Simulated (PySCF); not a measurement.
**Run report: C₂H₇NSSi₂, spin–spin coupling calculation**

C₂H₇NSSi₂, SMILES N#CC[SiH2]S[SiH3], computed with B3LYP/6-31G* indirect spin-spin coupling, non-relativistic, gas phase (PySCF 2.14.0).

The geometry comes from this level: PBE0-D3(BJ)/def2-SVP. Figures and captions count atoms from 1; the log counts them from 0 in places.

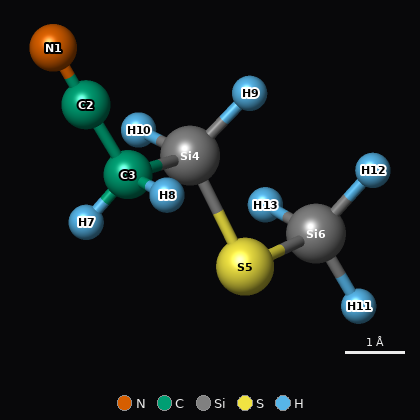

*The input geometry (ball-and-stick view, seen at an oblique angle; atoms are numbered from 1 in the order of the input).*

Bond lengths as drawn: C–C 1.45 Å, C–H 1.10 Å, C–N 1.16 Å, C–Si 1.90 Å, H–Si 1.49 Å and S–Si 2.15 to 2.16 Å.

## The input
```
{"job": {"kind": "j", "xc": "B3LYP", "basis": "6-31G*"}, "charge": 0, "multiplicity": 1}
N      3.284838     0.804925     1.803667
C      2.468012     0.165523     1.288291
C      1.415401    -0.596351     0.649660
Si    -0.201583     0.395795     0.529538
S     -1.578585    -0.941778    -0.431527
Si    -3.296968     0.353010    -0.567721
H      1.222443    -1.521057     1.217612
H      1.726009    -0.890765    -0.366068
H      0.017990     1.626773    -0.281944
H     -0.665334     0.772126     1.895147
H     -4.358095    -0.453319    -1.230359
H     -2.978779     1.564428    -1.379491
H     -3.740958     0.782390     0.791102
```

The first line tells a small driver script what to run in PySCF; the rest is the geometry in Å.

Run as:
```bash
OMP_NUM_THREADS=1 python <driver script> task.json out
```

## Log
```
coarse grid: 12448 points
cycle   1  E = -1112.3907901905  dE =  3.789e-01  |g| = 5.002e-01  |ddm| = 3.479e+00
cycle   2  E = -1112.1988878441  dE =  1.919e-01  |g| = 1.033e+00  |ddm| = 1.574e+00
cycle   3  E = -1112.4533691345  dE = -2.545e-01  |g| = 1.743e-01  |ddm| = 1.043e+00
cycle   4  E = -1112.4609230488  dE = -7.554e-03  |g| = 3.857e-02  |ddm| = 2.050e-01
cycle   5  E = -1112.4613275337  dE = -4.045e-04  |g| = 1.030e-02  |ddm| = 6.134e-02
cycle   6  E = -1112.4613634465  dE = -3.591e-05  |g| = 1.401e-03  |ddm| = 1.691e-02
cycle   7  E = -1112.4613639804  dE = -5.340e-07  |g| = 5.013e-04  |ddm| = 2.463e-03
final grid: 106616 points
cycle   8  E = -1112.3779476183  dE = -6.396e-06  |g| = 3.501e-03  |ddm| = 1.230e-02
cycle   9  E = -1112.3779451411  dE =  2.477e-06  |g| = 4.745e-03  |ddm| = 7.774e-03
cycle  10  E = -1112.3779505093  dE = -5.368e-06  |g| = 1.565e-03  |ddm| = 4.796e-03
cycle  11  E = -1112.3779510486  dE = -5.393e-07  |g| = 1.765e-04  |ddm| = 1.322e-03
cycle  12  E = -1112.3779510560  dE = -7.416e-09  |g| = 3.627e-05  |ddm| = 2.019e-04
cycle  13  E = -1112.3779510563  dE = -3.654e-10  |g| = 1.011e-05  |ddm| = 5.277e-05
```

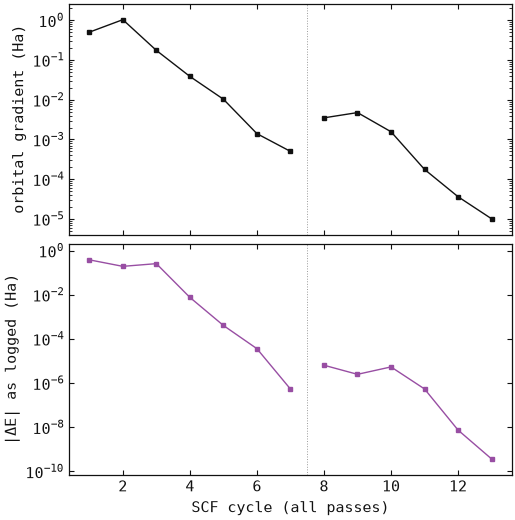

*Convergence of the self-consistent field: orbital gradient and size of the energy change against the SCF cycle. The dotted line marks the change from a coarse to the final integration grid.*

The first 7 cycles use a coarse grid, the final grid takes over at cycle 8, and the field converges after 13 cycles in all.

```
converged SCF energy = -1112.3779510563

Indirect spin-spin couplings (Hz)
  i      j    bonds     total        FC       PSO       DSO        SD
  0 N    1 C    1    -19.210   -14.553     0.547    -0.012    -5.191
  0 N    2 C    2      3.388     2.957     0.453     0.064    -0.087
  0 N    3 Si   3      2.072     2.044    -0.117    -0.014     0.159
  0 N    6 H    3     -2.424    -2.446    -0.218     0.192     0.048
  0 N    7 H    3     -2.423    -2.445    -0.218     0.192     0.048
  1 C    2 C    1     76.060    77.403    -1.600     0.257         -
  1 C    3 Si   2      3.454     3.375    -0.060    -0.034     0.172
  1 C    4 S    3      1.561     1.574    -0.003    -0.010         -
  1 C    5 Si   4     -0.507    -0.534    -0.015     0.026     0.015
  1 C    6 H    2     -9.387    -9.319    -0.070     0.001         -
  1 C    7 H    2     -9.352    -9.283    -0.069     0.001         -
  1 C    8 H    3      0.192     0.137    -0.041     0.096         -
  1 C    9 H    3      0.186     0.129    -0.041     0.099         -
  1 C   10 H    5      0.284     0.401     0.043    -0.160         -
  2 C    3 Si   1    -56.221   -55.908     1.068    -0.105    -1.275
  2 C    4 S    2      4.471     4.568    -0.102     0.004         -
  2 C    5 Si   3     -4.124    -4.133    -0.005     0.042    -0.029
  2 C    6 H    1    153.766   151.729     1.101     0.936         -
  2 C    7 H    1    153.871   151.837     1.098     0.936         -
  2 C    8 H    2      4.699     4.865    -0.034    -0.132         -
  2 C    9 H    2      4.966     5.132    -0.034    -0.132         -
  2 C   10 H    4      2.655     2.825     0.049    -0.219         -
  2 C   11 H    4     -0.248    -0.120     0.028    -0.155         -
  2 C   12 H    4     -0.278    -0.144     0.030    -0.165         -
  3 Si   4 S    1     15.390    13.074     3.696    -0.018    -1.361
  3 Si   5 Si   2     -1.704    -1.767     0.085     0.003    -0.025
  3 Si   6 H    2      8.609     8.514     0.202     0.032    -0.138
  3 Si   7 H    2      8.637     8.537     0.205     0.032    -0.137
  3 Si   8 H    1   -207.069  -207.335     1.107    -0.345    -0.496
  3 Si   9 H    1   -207.885  -208.162     1.119    -0.344    -0.499
  3 Si  10 H    3     -9.291    -9.480    -0.064     0.267    -0.013
  3 Si  11 H    3     -2.293    -2.299     0.010    -0.046     0.042
  3 Si  12 H    3     -2.131    -2.133     0.008    -0.046     0.040
  4 S    5 Si   1     14.916    13.235     3.134    -0.014    -1.440
  4 S    6 H    3      0.144     0.066     0.052     0.027         -
  4 S    7 H    3      0.115     0.040     0.049     0.026         -
  4 S    8 H    2      1.288     1.315     0.025    -0.053         -
  4 S    9 H    2      1.510     1.539     0.024    -0.053         -
  4 S   10 H    2      8.476     8.495     0.020    -0.039         -
  4 S   11 H    2      1.272     1.245     0.083    -0.056         -
  4 S   12 H    2      1.281     1.254     0.084    -0.056         -
  5 Si   6 H    4      0.340     0.273    -0.060     0.157    -0.031
  5 Si   7 H    4      0.349     0.277    -0.056     0.150    -0.022
  5 Si   8 H    3     -2.122    -2.166     0.029    -0.031     0.045
  5 Si   9 H    3     -1.516    -1.573     0.025    -0.013     0.044
  5 Si  10 H    1   -206.379  -206.623     0.944    -0.218    -0.482
  5 Si  11 H    1   -201.889  -202.122     0.936    -0.231    -0.472
  5 Si  12 H    1   -201.480  -201.712     0.933    -0.231    -0.470
  6 H    7 H    2    -18.878   -18.525     1.415    -1.768         -
  6 H    8 H    3      6.657     8.030     0.804    -2.177         -
  6 H    9 H    3      1.039     1.193     0.025    -0.179         -
  6 H   10 H    5     -0.738    -0.190     0.177    -0.725         -
  6 H   11 H    5     -0.440     0.147     0.268    -0.855         -
  6 H   12 H    5     -0.337     0.003     0.114    -0.454         -
  7 H    8 H    3      1.117     1.262     0.018    -0.163         -
  7 H    9 H    3      6.591     7.965     0.806    -2.180         -
  7 H   10 H    5     -0.731    -0.188     0.170    -0.712         -
  7 H   11 H    5     -0.284     0.010     0.089    -0.383         -
  7 H   12 H    5     -0.452     0.142     0.265    -0.859         -
  8 H    9 H    2     16.417    17.824     0.139    -1.547         -
  8 H   10 H    4     -1.020    -0.124     0.207    -1.103         -
  8 H   11 H    4      0.943     0.101    -0.341     1.183         -
  9 H   10 H    4     -1.115    -0.224     0.208    -1.099         -
  9 H   11 H    4     -0.209     0.078     0.023    -0.310         -
  9 H   12 H    4      0.866     0.097    -0.317     1.086         -
 10 H   11 H    2      5.798     7.416     0.280    -1.897         -
 10 H   12 H    2      5.720     7.336     0.280    -1.896         -
 11 H   12 H    2     12.469    13.944     0.249    -1.724         -
```

## Key numbers

| quantity | value |
| --- | --- |
| outcome | converged |
| total energy | −1112.377951 hartree |
| HOMO | −7.46 eV |
| LUMO | −0.53 eV |
| dipole moment | 3.46 D |
| hardware | 1 CPU thread, shared host |
| wall time | 29 s |
| peak memory | 0.72 GiB |
